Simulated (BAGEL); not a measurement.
# A workflow on Si3H8 (trisilane)

Aim: the energy (HF/6-31G*), then a single-point energy (NEVPT2(2,2)/6-31G*), then a single-point energy (CASPT2(2,2)/6-31G*) of Si3H8 (trisilane). 

Program for the calculation: BAGEL 1.2.2.

2 further runs of the same task are left out: 2 set aside as unsound or not needed.

### 1 The molecule

Si3H8: 11 atoms, total charge 0, spin state singlet. As SMILES, `[SiH3][SiH2][SiH3]`. The Si1–H6 distance was set to 4.166 Å, away from the relaxed value. At this shape a bond of the SMILES string is far longer than usual.

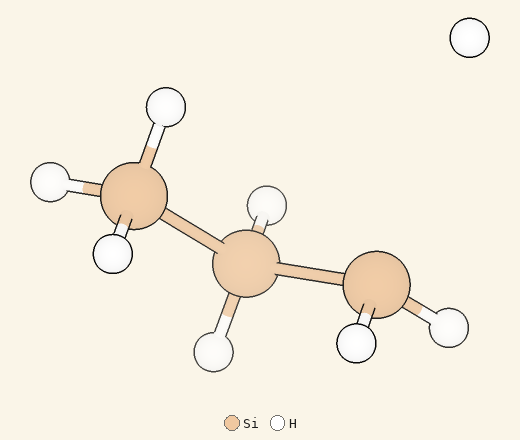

The structure, seen from a chosen angle (silicon light orange, hydrogen white).

### 2 A single-point energy at HF/6-31G(d) (density fitting with svp-jkfit, spherical functions) (run 1)

Input file job.json:

```json
{ "bagel" : [

{
  "title" : "molecule",
  "basis" : "6-31gs.json",
  "df_basis" : "svp-jkfit",
  "angstrom" : false,
  "geometry" : [
    { "atom" : "Si", "xyz" : [    -2.00050943,     0.42836312,    -5.55033728 ] },
    { "atom" : "Si", "xyz" : [    -0.43203675,    -3.67995817,    -5.11768448 ] },
    { "atom" : "Si", "xyz" : [     3.52599462,    -3.61778618,    -3.15412676 ] },
    { "atom" : "H", "xyz" : [    -4.52004348,     0.43023395,    -6.79727306 ] },
    { "atom" : "H", "xyz" : [    -0.22692587,     1.96605216,    -7.09764503 ] },
    { "atom" : "H", "xyz" : [    -2.68821100,     3.77962232,     1.53944649 ] },
    { "atom" : "H", "xyz" : [    -0.20683808,    -4.87589024,    -7.65717404 ] },
    { "atom" : "H", "xyz" : [    -2.22313806,    -5.21725037,    -3.58188516 ] },
    { "atom" : "H", "xyz" : [     3.30682419,    -2.44717643,    -0.60738065 ] },
    { "atom" : "H", "xyz" : [     5.32480602,    -2.09432677,    -4.68631670 ] },
    { "atom" : "H", "xyz" : [     4.56095983,    -6.21570607,    -2.86685059 ] }
  ]
},

{
  "title" : "hf",
  "charge" : 0
},

{
  "title" : "print",
  "file" : "orbitals.molden",
  "orbitals" : true
}

]}
```

The basis set 6-31G* is read from a file made from the Basis Set Exchange's data (not shown).

Started as:

```bash
$ BAGEL_NUM_THREADS=1 BAGEL job.json > job.out
```

Log:

```text
* using 1 threads per process

  ===============================================================
  ===============================================================

  *** Geometry ***

  { "atom" : "Si", "xyz" : [     -2.000509,      0.428363,     -5.550337 ] },
  { "atom" : "Si", "xyz" : [     -0.432037,     -3.679958,     -5.117684 ] },
  { "atom" : "Si", "xyz" : [      3.525995,     -3.617786,     -3.154127 ] },
  { "atom" : "H", "xyz" : [     -4.520043,      0.430234,     -6.797273 ] },
  { "atom" : "H", "xyz" : [     -0.226926,      1.966052,     -7.097645 ] },
  { "atom" : "H", "xyz" : [     -2.688211,      3.779622,      1.539446 ] },
  { "atom" : "H", "xyz" : [     -0.206838,     -4.875890,     -7.657174 ] },
  { "atom" : "H", "xyz" : [     -2.223138,     -5.217250,     -3.581885 ] },
  { "atom" : "H", "xyz" : [      3.306824,     -2.447176,     -0.607381 ] },
  { "atom" : "H", "xyz" : [      5.324806,     -2.094327,     -4.686317 ] },
  { "atom" : "H", "xyz" : [      4.560960,     -6.215706,     -2.866851 ] },

  Number of auxiliary basis functions:      528

  Since a DF basis is specified, we compute 2- and 3-index integrals:
    o Being stored without compression. Storage requirement is 0.021 GB

  Number of basis functions:       70
  Number of electrons      :       50

    * METHOD: MOLECULE                             0.32

  *** RHF ***

  === Nuclear Repulsion ===
   188.0641449180

      * DIIS with orbital gradients will be used.

  === RHF iteration (6-31gs.json) ===
      0       -870.95484480          0.01075836           0.09
      1       -870.86403411          0.01188706           0.09
      2       -871.10155275          0.00477561           0.09
      3       -871.12505711          0.00199126           0.09
      4       -871.12861924          0.00070582           0.09
      5       -871.12909758          0.00013061           0.09
      6       -871.12911470          0.00002008           0.09
      7       -871.12911529          0.00000334           0.09
      8       -871.12911531          0.00000107           0.09
      9       -871.12911531          0.00000037           0.09
     10       -871.12911531          0.00000011           0.09
     11       -871.12911531          0.00000004           0.09
     12       -871.12911531          0.00000001           0.09
    * SCF iteration converged.

    * Permanent dipole moment:
           (   -0.291457,     0.965160,     1.382400) a.u.

    * METHOD: HF                                   1.34

    * METHOD: PRINT                                0.01

  ===============================================================
```

Run time: 1.8 s. Hardware: 1 thread of Arm Neoverse V1, shared host; peak memory 0.15 GiB.

### 3 The energy at NEVPT2(2,2)/6-31G(d) (density fitting with svp-jkfit, spherical functions) (run 2)

Input file input.json:

```json
{ "bagel" : [

{
  "title" : "molecule",
  "basis" : "6-31gs.json",
  "df_basis" : "svp-jkfit",
  "geometry" : [
    { "atom" : "Si", "xyz" : [ -2.00050943,  0.42836312, -5.55033728 ] },
    { "atom" : "Si", "xyz" : [ -0.43203675, -3.67995817, -5.11768448 ] },
    { "atom" : "Si", "xyz" : [  3.52599462, -3.61778618, -3.15412676 ] },
    { "atom" : "H", "xyz" : [ -4.52004348,  0.43023395, -6.79727306 ] },
    { "atom" : "H", "xyz" : [ -0.22692587,  1.96605216, -7.09764503 ] },
    { "atom" : "H", "xyz" : [ -2.68821100,  3.77962232,  1.53944649 ] },
    { "atom" : "H", "xyz" : [ -0.20683808, -4.87589024, -7.65717404 ] },
    { "atom" : "H", "xyz" : [ -2.22313806, -5.21725037, -3.58188516 ] },
    { "atom" : "H", "xyz" : [  3.30682419, -2.44717643, -0.60738065 ] },
    { "atom" : "H", "xyz" : [  5.32480602, -2.09432677, -4.68631670 ] },
    { "atom" : "H", "xyz" : [  4.56095983, -6.21570607, -2.86685059 ] }
  ]
},
{
  "title" : "hf"
},
{
  "title" : "nevpt2",
  "nstate" : 1,
  "nact" : 2,
  "nclosed" : 24,
  "nspin" : 0,
  "active" : [25, 26],
  "maxiter" : 200,
  "natocc" : true,
  "ncore" : 15
},
{
  "title" : "print",
  "file" : "orbitals.molden",
  "orbitals" : true
}

]}
```

The basis set 6-31G* is read from a file made from the Basis Set Exchange's data (not shown).

Started as:

```bash
$ BAGEL_NUM_THREADS=1 BAGEL input.json > input.out
```

Log:

```text
* using 1 threads per process

  ===============================================================
  ===============================================================

  *** Geometry ***

  { "atom" : "Si", "xyz" : [     -2.000509,      0.428363,     -5.550337 ] },
  { "atom" : "Si", "xyz" : [     -0.432037,     -3.679958,     -5.117684 ] },
  { "atom" : "Si", "xyz" : [      3.525995,     -3.617786,     -3.154127 ] },
[... 7 lines of this table left out ...]
  { "atom" : "H", "xyz" : [      4.560960,     -6.215706,     -2.866851 ] },

  Number of auxiliary basis functions:      528

  Since a DF basis is specified, we compute 2- and 3-index integrals:
    o Being stored without compression. Storage requirement is 0.021 GB

[... 18 lines left out ...]
    * SCF iteration converged.
[... 1 line left out ...]
    * Permanent dipole moment:
[... 28 lines left out ...]
    * Second-order optimization converged. *

     guess   0:   closed 1.                   open ..

  === FCI iteration ===

      0  0      -871.10836136     9.21e-02      0.00
      1  0      -871.26154062     1.77e-02      0.00
      2  0 *    -871.26517979     3.14e-16      0.00

     * ci vector, state   0, <S^2> = 0.0000
       2.     0.7573397427
       .2    -0.6530210671

  === DF-NEVPT2 calculation ===

    * 3-index integral transformation done
    * assembly done

      NEVPT2 correlation energy:   -0.2253587697      0.08

          (+0)     -0.2022542054
          (+0)'    -0.0032173730
          (+1)     -0.0045424361
          (+1)'    -0.0000000000
          (+2)     -0.0000116818
          (-1)     -0.0153202587
          (-1)'     0.0000000000
          (-2)     -0.0000128149

      NEVPT2 total energy:       -871.4905385594

    * METHOD: NEVPT2                               3.77

    * METHOD: PRINT                                0.01

  ===============================================================
```

Wall time 5.7 s (1 thread of Arm Neoverse V1, shared host); peak memory 0.15 GiB.

### 4 The energy at CASPT2(2,2)/6-31G(d) (density fitting with svp-jkfit, spherical functions) (run 3)

Changes to input.json since step 3:

```diff
@@ -6,2 +6,3 @@
   "df_basis" : "svp-jkfit",
+  "angstrom" : "false",
   "geometry" : [
@@ -24,3 +25,3 @@
 {
-  "title" : "nevpt2",
+  "title" : "casscf",
   "nstate" : 1,
@@ -28,7 +29,5 @@
   "nclosed" : 24,
-  "nspin" : 0,
   "active" : [25, 26],
   "maxiter" : 200,
-  "natocc" : true,
-  "ncore" : 15
+  "natocc" : "true"
 },
@@ -37,3 +36,13 @@
   "file" : "orbitals.molden",
-  "orbitals" : true
+  "orbitals" : "true"
+},
+{
+  "title" : "smith",
+  "method" : "caspt2",
+  "ms" : "true",
+  "xms" : "true",
+  "sssr" : "true",
+  "shift" : 0.2,
+  "shift_imag" : "true",
+  "ncore" : 15
 }
```

The basis set 6-31G* is read from a file made from the Basis Set Exchange's data (not shown).

Started as:

```bash
$ BAGEL_NUM_THREADS=1 BAGEL input.json > input.out
```

Log:

```text
* using 1 threads per process

  ===============================================================
  ===============================================================

  *** Geometry ***

  { "atom" : "Si", "xyz" : [     -2.000509,      0.428363,     -5.550337 ] },
  { "atom" : "Si", "xyz" : [     -0.432037,     -3.679958,     -5.117684 ] },
  { "atom" : "Si", "xyz" : [      3.525995,     -3.617786,     -3.154127 ] },
[... 7 lines of this table left out ...]
  { "atom" : "H", "xyz" : [      4.560960,     -6.215706,     -2.866851 ] },

  Number of auxiliary basis functions:      528

  Since a DF basis is specified, we compute 2- and 3-index integrals:
    o Being stored without compression. Storage requirement is 0.021 GB

[... 18 lines left out ...]
    * SCF iteration converged.
[... 1 line left out ...]
    * Permanent dipole moment:
[... 27 lines left out ...]
    * Second-order optimization converged. *
[... 9 lines left out ...]
     * ci vector, state   0, <S^2> = 0.0000
[... 16 lines left out ...]
    * Zeroth order energy : state  0       -0.3336518136
[... 4 lines left out ...]
       #      aibj      arbs      arbi      airj      risj      airs      arst      rist         Etot      error   time
[... 2 lines left out ...]
       0  -0.20020  -0.00002  -0.01696  -0.00509  -0.00002  -0.00314   0.00000   0.00000   -0.2254260  0.0003592   0.03
       1  -0.20021  -0.00002  -0.01697  -0.00509  -0.00002  -0.00317  -0.00000  -0.00000   -0.2254795  0.0000435   0.03
       2  -0.20021  -0.00002  -0.01697  -0.00509  -0.00002  -0.00317  -0.00000  -0.00000   -0.2254803  0.0000035   0.03
       3  -0.20021  -0.00002  -0.01697  -0.00509  -0.00002  -0.00317  -0.00000  -0.00000   -0.2254803  0.0000004   0.03

      ------------------------------------------------------------------------------------------------------------------

    * CASPT2 energy : state  0     -871.4932992341
        w/o shift correction       -871.4906601164
        reference weight              0.8973150610

    * METHOD: SMITH                                0.31

  ===============================================================
```

Run time: 5.7 s. Hardware: 1 thread of Arm Neoverse V1, shared host; peak memory 0.15 GiB.

### 5 What came out

```
                               quantity          value
         run 1, HF/6-31G*: total energy  -871.12912 Eh
        run 1, HF/6-31G*: dipole moment         4.35 D
          run 1, HF/6-31G*: HOMO energy       -6.71 eV
          run 1, HF/6-31G*: LUMO energy       -2.05 eV
        run 1, HF/6-31G*: HOMO–LUMO gap        4.66 eV
run 2, NEVPT2(2,2)/6-31G*: total energy  -871.49054 Eh
run 3, CASPT2(2,2)/6-31G*: total energy  -871.49330 Eh
```

**Reading.** One bond (run 1, HF/6-31G*) is far stretched, which a spin-restricted single reference describes badly; a broken-symmetry solution may lie lower.
